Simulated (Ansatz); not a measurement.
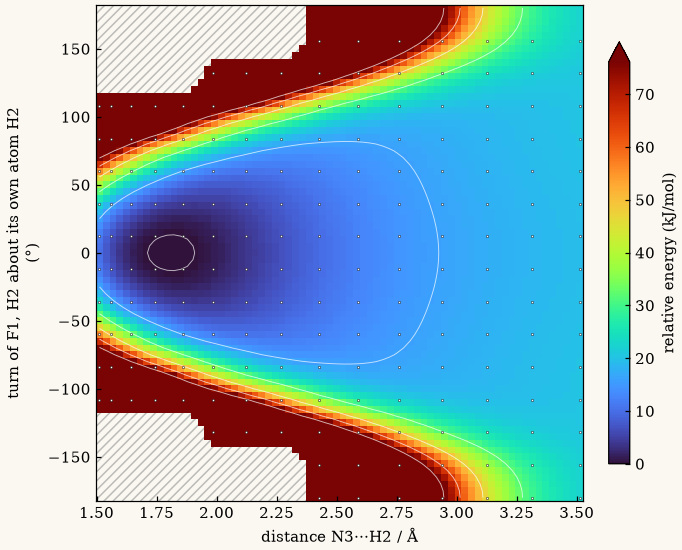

The pair FH···N₂. The turn is about an axis along (0.73, 0.68, 0.02) in the frame of the relaxed pair, normal to the line between the partners. The first coordinate is: distance N3···H2; the second: turn of F1, H2 about its own atom H2. The grid has 15 × 15 points. At 34 points there is no value (left out of the scan, as a rule where atoms come close). Points are written as (first, second). Energies are in kJ/mol, from the lowest grid point. These are results of Ansatz 0.2.0, RKS SPW92 (LDA)/def2-TZVPD, not measurements.

Drawn: a smooth colour map with a few white contour lines, dots at the grid points, one colour for all values above the top of the scale, hatched blanks where no value was computed. Between grid points the surface is interpolated.

The lowest grid point is at (1.858 Å, 12°). No other kind of well shows on this grid. The highest grid point, (2.426 Å, −180°), lies 504 kJ/mol above the lowest. Round the minimum the two coordinates are nearly uncoupled. At the highest point the unbonded atoms F1···N3 come to 1.48 Å, against 2.79 Å at the lowest; the sum of their van der Waals radii is about 3.1 Å. At the lowest point H2···N3 is 1.86 Å, a hydrogen-bond distance.

The level of theory is changed to RKS B3LYP-D4/def2-TZVPD (Ansatz 0.2.0); with it change the reference geometry, relaxed at the new level; the new grid has 15 × 15 points.

What will the new map look like?

Answer. The minimum (interpolated where it lies between grid points) moves from about (1.824 Å, 0°) to about (2.064 Å, 0°). The curvature at the minimum changes from about 1.5 to 0.67 eV/Å² along distance N3···H2 and by less than a tenth (about 0.24) eV/rad² along the second coordinate. In the new map: at the highest point the unbonded atoms F1···N3 come to 1.50 Å, against 2.98 Å at the lowest; the sum of their van der Waals radii is about 3.1 Å.

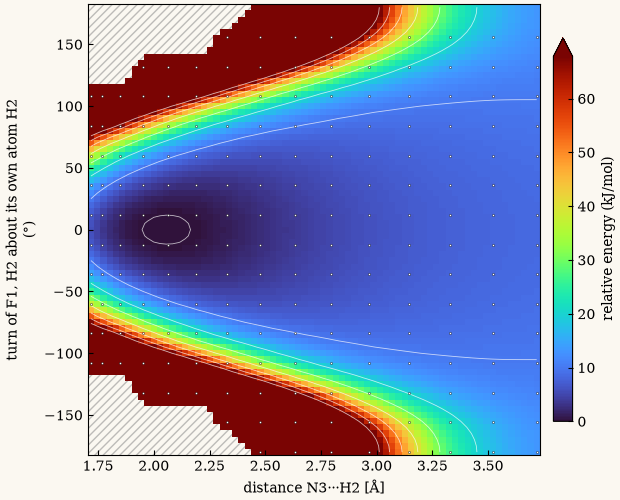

The map after the change, on a colour scale of its own. In the figure: a smooth colour map with a few white contour lines, dots at the grid points, one colour for all values above the top of the scale, hatched blanks where no value was computed. Between grid points the surface is interpolated.
